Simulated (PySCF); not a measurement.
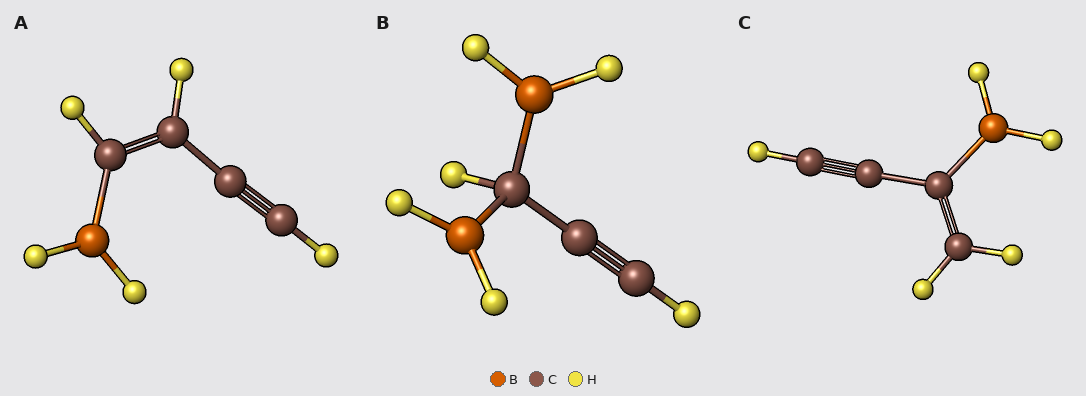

Source: calculation with PySCF.

Which panel belongs to which SMILES?
(1) B/C=C\C#C
(2) BC(B)C#C
(3) BC(=C)C#C

Answer. A is (1), B is (2), C is (3).
